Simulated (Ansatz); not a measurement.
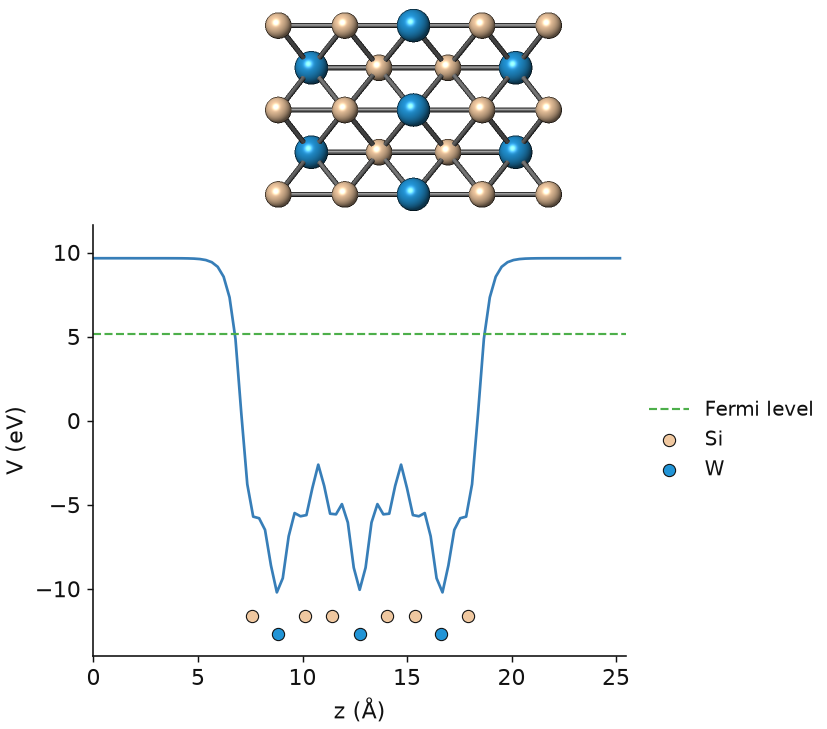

Plane-averaged electrostatic potential energy of an electron across the slab; circles at the bottom mark the heights of the atoms (positions after relaxation). The structure is drawn too.

System: a (001) slab cut from Si$_{2}$W (I4/mmm), ended by Si planes, 9 atoms in the cell. Starting structure of the relaxation:

```cif
data_structure
_symmetry_space_group_name_H-M 'P 1'
_symmetry_Int_Tables_number 1
_cell_length_a 3.2290
_cell_length_b 3.2290
_cell_length_c 25.4696
_cell_angle_alpha 90.000
_cell_angle_beta 90.000
_cell_angle_gamma 90.000
_cell_volume 265.56
loop_
_atom_site_label
_atom_site_type_symbol
_atom_site_fract_x
_atom_site_fract_y
_atom_site_fract_z
_atom_site_occupancy
Si1 Si 0.00000 0.00000 0.29447 1
W1 W 0.50000 0.50000 0.34556 1
Si2 Si 0.00000 0.00000 0.39666 1
Si3 Si 0.50000 0.50000 0.44890 1
W2 W 0.00000 0.00000 0.50000 1
Si4 Si 0.50000 0.50000 0.55110 1
Si5 Si 0.00000 0.00000 0.60334 1
W3 W 0.50000 0.50000 0.65444 1
Si6 Si 0.00000 0.00000 0.70553 1
```

Method: DFT PBE, scalar-relativistic, plane waves, PAW, no spin polarisation, 11×11×1 k mesh, 420 eV cutoff, Gaussian smearing of 0.1 eV (Ansatz).

**Read off the work function of each face.**

The work function is 4.48 eV, the same on both faces. The two vacuum levels agree, so the slab has no net dipole along its normal.

**How thick are slab and vacuum?**

The outermost atoms are 10.3 Å apart, which leaves 15.1 Å of vacuum in a cell 25.5 Å high.

Spin-orbit coupling is left out, which matters for W.
